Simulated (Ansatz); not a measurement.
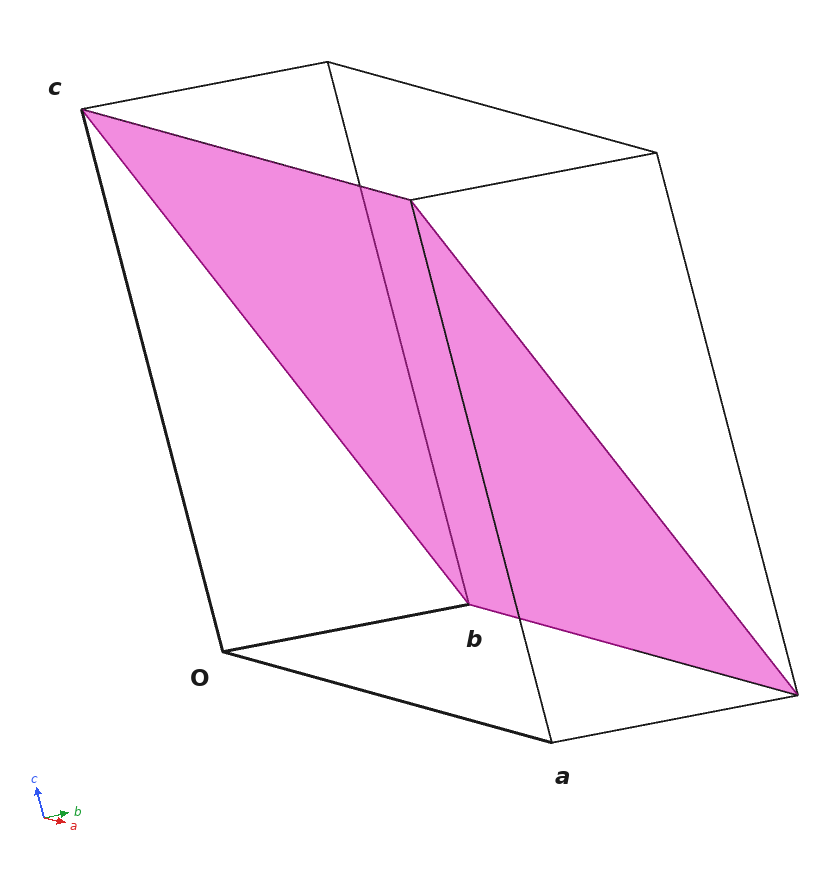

Crystal: CeH2ClO2, the geometry relaxed with Ansatz 0.2.0, DFT, PAW plane waves, r2scan; the starting structure was generated, so it need not be a known form of this composition. Every member of one family of equally spaced planes, hx + ky + lz = a whole number, that cuts the unit cell is shaded (one member passes through the origin O, touching the cell only at an edge or corner). All values are computed from the atomic coordinates in the standard setting (tolerance 0.002 Å).

a = 6.276 Å, b = 3.918 Å, c = 6.874 Å, α = 90.00°, β = 113.08°, γ = 90.00°.

**What are the Miller indices?**

(0 1 1); the opposite sign names the same planes. The member next to the origin meets the axes a never, b at 1, c at 1.

**What is the spacing?**

d = 3.330 Å.

**The space group is P2₁/m (No. 11). How many reflections hkl are equivalent to this one (itself included), and does it occur?**

4 reflections are equivalent in the Laue class 2/m. The space group allows the reflection.
